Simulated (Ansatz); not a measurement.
# AlH3NS with multiplicity 2: two geometries relaxed

Aim: relax the geometries before and after the inversion of the pyramid at N1, and see whether they are two minima and how far apart in energy. SMILES of the start: [NH2][Al][SH].

Program: Ansatz 0.2.0. Level of theory: UKS B3LYP-D4/6-31G*. These are calculated values, not measurements.

### 1 The system as given

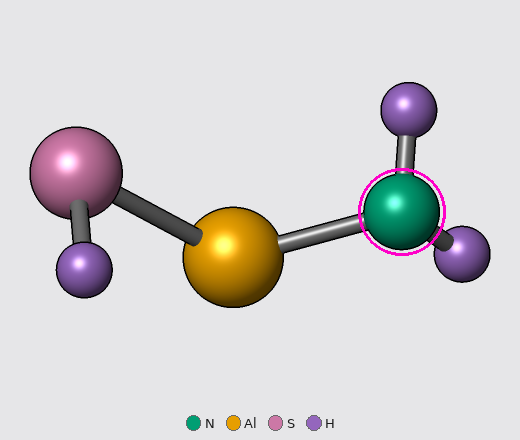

Start, viewed from a chosen angle; nitrogen teal, aluminium amber, sulfur pink, hydrogen purple. Ringed: N1.

As a file:

```xyz
6

N    -0.5930    0.2099   -1.1704
Al   -0.3482   -0.6948    0.4497
S     1.1229    0.0960    1.9433
H    -0.9470    1.2032   -0.9264
H    -1.3974   -0.2586   -1.7098
H     2.2049   -0.6197    1.3674
```

### 2 Relaxing end A

Input file input.yaml:

```yaml
crystal:
  periodic: [false, false, false]
  atoms:
    - { symbol: "N", position_ang: [-0.593, 0.2099, -1.1704] }
    - { symbol: Al, position_ang: [-0.3482, -0.6948, 0.4497] }
    - { symbol: S, position_ang: [1.1229, 0.096, 1.9433] }
    - { symbol: H, position_ang: [-0.947, 1.2032, -0.9264] }
    - { symbol: H, position_ang: [-1.3974, -0.2586, -1.7098] }
    - { symbol: H, position_ang: [2.2049, -0.6197, 1.3674] }
magnetization:
  spin_polarized: true
  initial_magnetization: 1
basis:
  gaussian: { orbitals: "6-31G*" }
hamiltonian:
  xc: b3lyp
  dispersion: d4
relax:
  f_tol: 0.015
  max_steps: 40
```

Run with:

```
ansatz run input.yaml --threads 1 --pin off --max-ram 2048MiB --backend cpu --events-out ev --progress --plain --runs-dir out
```

Standard output, shortened:

```text
Warning: RAYON_NUM_THREADS=1 ignored (pool sized by the plan → 1); use --threads N
[...]
Functional definition: B3LYP
[...]
607 factors; integrals over basis functions are off by at most 4.5e-4 eV
[...]
mean field -18971.62858000 eV, -697.1944908832 hartree, gradient 2.9e-5 eV, S^2 0.752649; 0 other end points of the search recorded, 0 dependent functions left out
[...]
reference -18971.62880413 eV, -697.1944991199 hartree; 20, 19 occupied and 39, 40 virtual orbitals, 607 factors
relax step   1: F+E_penalty+E_count = -18971.81537080 eV  Δ(F+E_penalty+E_count) = +0.000e0 eV  max|allowed force component| = 2.225e0 eV/Å  Δτ_max = 0.0000 Å  (30 SCF iters, accepted)
[...]
relax step   4: F+E_penalty+E_count = -18972.27854952 eV  Δ(F+E_penalty+E_count) = -5.734e-2 eV  max|allowed force component| = 2.846e-1 eV/Å  Δτ_max = 0.2000 Å  (32 SCF iters, accepted)
[...]
relax step   7: F+E_penalty+E_count = -18972.35511599 eV  Δ(F+E_penalty+E_count) = -3.505e-2 eV  max|allowed force component| = 9.156e-2 eV/Å  Δτ_max = 0.1775 Å  (30 SCF iters, accepted)
[...]
relax step  10: F+E_penalty+E_count = -18972.35879870 eV  Δ(F+E_penalty+E_count) = -7.885e-4 eV  max|allowed force component| = 5.383e-2 eV/Å  Δτ_max = 0.0234 Å  (29 SCF iters, accepted)
[...]
relax step  13: F+E_penalty+E_count = -18972.36053974 eV  Δ(F+E_penalty+E_count) = -1.486e-4 eV  max|allowed force component| = 2.219e-2 eV/Å  Δτ_max = 0.0094 Å  (26 SCF iters, accepted)
[...]
relax step  14: F+E_penalty+E_count = -18972.36059066 eV  Δ(F+E_penalty+E_count) = -5.092e-5 eV  max|allowed force component| = 1.042e-3 eV/Å  Δτ_max = 0.0049 Å  (25 SCF iters, accepted)
607 factors; integrals over basis functions are off by at most 4.9e-4 eV
[...]
mean field -18972.16945509 eV, -697.2143676764 hartree, gradient 1.1e-5 eV, S^2 0.751928; 1 other end points of the search recorded, 0 dependent functions left out
[...]
reference -18972.16967875 eV, -697.2143758958 hartree; 20, 19 occupied and 39, 40 virtual orbitals, 607 factors
Total energy: -18972.36081432 eV, -697.2213999984 hartree
Atom 0 at    -0.923395     0.196159    -0.986141 Å, force    -0.000587     0.000962    -0.000908 eV/Å
Atom 1 at     0.119544    -0.817419     0.048461 Å, force     0.000166    -0.000003    -0.000239 eV/Å
Atom 2 at     1.394090     0.303701     1.501006 Å, force    -0.000478     0.000085    -0.000343 eV/Å
Atom 3 at    -0.968027     1.209156    -0.952461 Å, force     0.000814     0.000146     0.000774 eV/Å
Atom 4 at    -1.554765    -0.162594    -1.691504 Å, force    -0.000151    -0.001042     0.000329 eV/Å
Atom 5 at     1.974752    -0.793003     2.034439 Å, force     0.000235    -0.000148     0.000388 eV/Å
Dipole moment:    -0.237733    -0.197555    -0.270231 e Å
```

Wall time 64 s (1 thread of Intel Xeon at 2.70GHz, shared host); peak memory 0.16 GiB.

The steps of the relaxation:

```tsv
step	energy from step 1 (eV)	largest force component (eV/Å)
1	0.0000	2.2247
2	-0.2180	1.3056
3	-0.4058	0.6139
4	-0.4632	0.2846
5	-0.4811	0.7037
6	-0.5047	0.2755
7	-0.5397	0.0916
8x	-0.5385	0.1880
9	-0.5426	0.0525
10	-0.5434	0.0538
11	-0.5449	0.0063
12	-0.5450	0.0808
13	-0.5452	0.0222
14	-0.5452	0.0010
```

Step 1 is the start. 1 step was tried and not accepted (8; marked x where the table lists them).

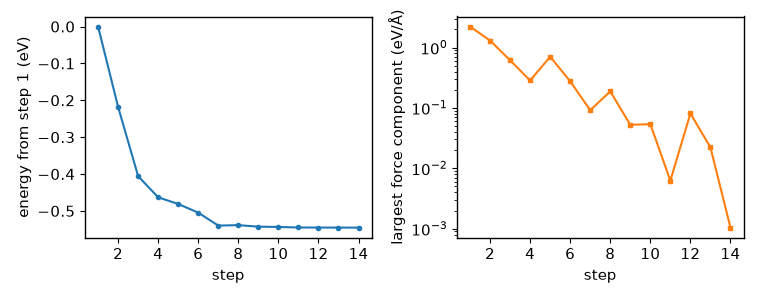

Energy and largest force along the relaxation.

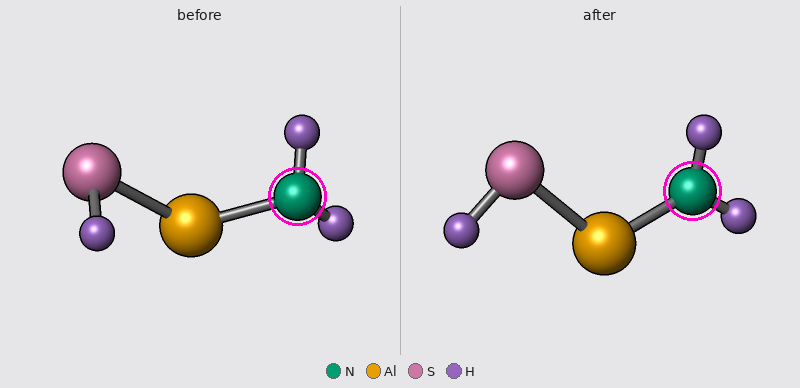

The structure before (left) and after (right), drawn at the same scale.

After: Bond lengths: N1–Al2 1.785 Å, Al2–S3 2.234 Å, N1–H4 1.015 Å, N1–H5 1.012 Å, S3–H6 1.351 Å. Angles: N1–Al2–S3 115.2°, Al2–N1–H4 125.0°, Al2–N1–H5 124.5°, H4–N1–H5 110.5°, Al2–S3–H6 95.4°.

### 3 End point B

The second end starts from a geometry with the move made by hand.

Changes to input.yaml since step 2:

```diff
@@ -6,4 +6,4 @@
     - { symbol: S, position_ang: [1.1229, 0.096, 1.9433] }
-    - { symbol: H, position_ang: [-0.947, 1.2032, -0.9264] }
-    - { symbol: H, position_ang: [-1.3974, -0.2586, -1.7098] }
+    - { symbol: H, position_ang: [0.1538, 0.99232, -1.21049] }
+    - { symbol: H, position_ang: [-0.35427, -0.45843, -1.97901] }
     - { symbol: H, position_ang: [2.2049, -0.6197, 1.3674] }
```

Run with:

```
ansatz run input.yaml --threads 1 --pin off --max-ram 2048MiB --backend cpu --events-out ev --progress --plain --runs-dir out
```

Standard output, shortened:

```text
Warning: RAYON_NUM_THREADS=1 ignored (pool sized by the plan → 1); use --threads N
[...]
Functional definition: B3LYP
[...]
608 factors; integrals over basis functions are off by at most 4.2e-4 eV
[...]
mean field -18971.58134617 eV, -697.1927550722 hartree, gradient 2.8e-5 eV, S^2 0.752130; 0 other end points of the search recorded, 0 dependent functions left out
[...]
reference -18971.58156977 eV, -697.1927632892 hartree; 20, 19 occupied and 39, 40 virtual orbitals, 608 factors
relax step   1: F+E_penalty+E_count = -18971.77029201 eV  Δ(F+E_penalty+E_count) = +0.000e0 eV  max|allowed force component| = 2.334e0 eV/Å  Δτ_max = 0.0000 Å  (30 SCF iters, accepted)
[...]
relax step   5: F+E_penalty+E_count = -18972.21663697 eV  Δ(F+E_penalty+E_count) = -1.995e-2 eV  max|allowed force component| = 6.679e-1 eV/Å  Δτ_max = 0.1280 Å  (31 SCF iters, accepted)
[...]
608 factors; integrals over basis functions are off by at most 4.2e-4 eV
[...]
mean field -18972.16945949 eV, -697.2143678380 hartree, gradient 9.6e-6 eV, S^2 0.751929; 1 other end points of the search recorded, 0 dependent functions left out
[...]
reference -18972.16968333 eV, -697.2143760639 hartree; 20, 19 occupied and 39, 40 virtual orbitals, 608 factors
Total energy: -18972.36079899 eV, -697.2213994348 hartree
Atom 0 at    -0.357551     0.107452    -1.244597 Å, force     0.003032    -0.006151     0.006371 eV/Å
Atom 1 at     0.323485    -0.873580     0.082151 Å, force    -0.002288     0.003988    -0.005306 eV/Å
Atom 2 at     1.530208     0.261177     1.581177 Å, force     0.001035    -0.000309    -0.001188 eV/Å
Atom 3 at    -0.222777     1.106499    -1.358470 Å, force    -0.000758     0.000636     0.000419 eV/Å
Atom 4 at    -0.930086    -0.260566    -1.993993 Å, force    -0.000583     0.001445    -0.001914 eV/Å
Atom 5 at     1.842851    -0.815692     2.334232 Å, force    -0.000438     0.000392     0.001618 eV/Å
Dipole moment:    -0.219172    -0.201207    -0.282940 e Å
```

It took 79 s on 1 thread of Intel Xeon at 2.70GHz, shared host; peak memory 0.16 GiB.

Step by step:

```tsv
step	energy from step 1 (eV)	largest force component (eV/Å)
1	0.0000	2.3336
2	-0.2084	1.5728
3	-0.3356	2.0369
4	-0.4264	0.5138
5	-0.4463	0.6679
6	-0.4550	0.3003
7	-0.4564	0.0508
8	-0.4726	0.1267
9	-0.4840	0.6635
10	-0.5095	0.7175
11	-0.5266	0.6746
12	-0.5582	0.6723
13	-0.5823	0.1264
14	-0.5860	0.2239
15	-0.5885	0.0617
16	-0.5891	0.0983
17x	-0.5888	0.1239
18	-0.5901	0.0315
19	-0.5903	0.0064
```

Step 1 is the start. 1 step was tried and not accepted (17; marked x where the table lists them).

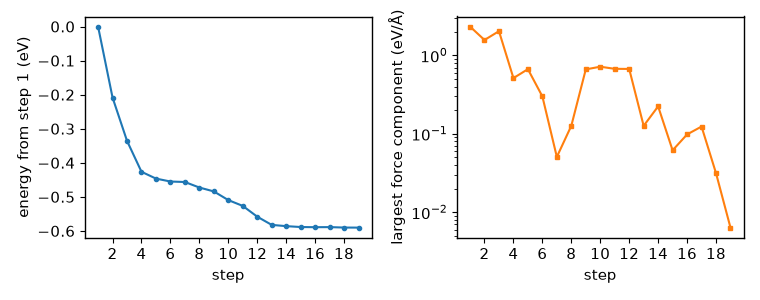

How energy and force went from step to step.

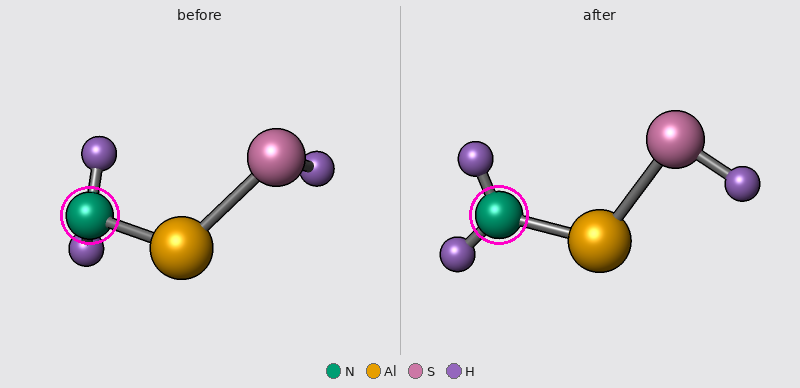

The structure before (left) and after (right), drawn at the same scale.

After: Bond lengths: N1–Al2 1.785 Å, Al2–S3 2.234 Å, N1–H4 1.015 Å, N1–H5 1.012 Å, S3–H6 1.351 Å. Angles: N1–Al2–S3 115.2°, Al2–N1–H4 125.0°, Al2–N1–H5 124.5°, H4–N1–H5 110.5°, Al2–S3–H6 95.4°.

### 4 Results

```
                           quantity                     value
                              end A  12 moves, 0.545 eV lower
                              end B  17 moves, 0.590 eV lower
largest difference between the ends                    0.01 Å
            end B relative to end A                 +0.000 eV
```

In words: Both starts fell into the same minimum (no atom differs by more than 0.01 Å), so from this start no second minimum was found and no band was run; another arrangement could still be one.
